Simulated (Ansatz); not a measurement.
System (SMILES): [S]=[Ge] (S-Ge) (closed-shell singlet).
Atoms: Ge1, S2. Bonds: Ge1-S2.

Basis-set convergence of the highest harmonic wavenumber at PBE with Ansatz (a program for electronic structure). Each level at its own minimum, finite differences of forces, unscaled; the reference is a large set that could be run, not a limit. Cartesian d functions, on some or all atoms, in 3-21G, 6-31G, 6-31G**, 6-311G**; all else is spherical. The program fits the integrals of some runs and decomposes those of others, by size. No added dispersion term, no relativity. Reference: the value in pcseg-3, 557 cm⁻¹. Deviations are taken from unrounded values. Cost is core time over that of 3-21G, rough, on shared machines of one kind.

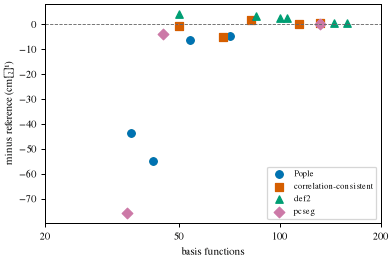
Fig. 1. Deviation from the reference against the number of basis functions, by family of sets.

| basis | functions | highest harmonic wavenumber (cm⁻¹) | minus reference (cm⁻¹) | cost |
|---|---|---|---|---|
| pcseg-0 | 35 | 481 | -76 | 0.8× |
| 3-21G | 36 | 513 | -44 | 1× |
| 6-31G | 42 | 502 | -55 | 1× |
| pcseg-1 | 45 | 552 | -4 | 0.8× |
| cc-pV(D+d)Z | 50 | 556 | -1 | 2× |
| def2-SVP | 50 | 561 | 4 | 1× |
| 6-31G** | 54 | 550 | -6 | 1× |
| aug-cc-pV(D+d)Z | 68 | 551 | -5 | 1× |
| 6-311G** | 71 | 552 | -5 | 0.6× |
| cc-pV(T+d)Z | 82 | 558 | 2 | 1× |
| def2-TZVP | 85 | 560 | 3 | 1× |
| def2-TZVPD | 100 | 559 | 3 | 1× |
| def2-TZVPPD | 105 | 559 | 3 | 1× |
| aug-cc-pV(T+d)Z | 114 | 556 | 0 | 2× |
| cc-pV(Q+d)Z | 132 | 557 | 1 | 4× |
| pcseg-3 | 132 | 557 | 0 | 4× |
| def2-QZVP | 145 | 557 | 1 | 3× |
| def2-QZVPP | 159 | 557 | 1 | 4× |
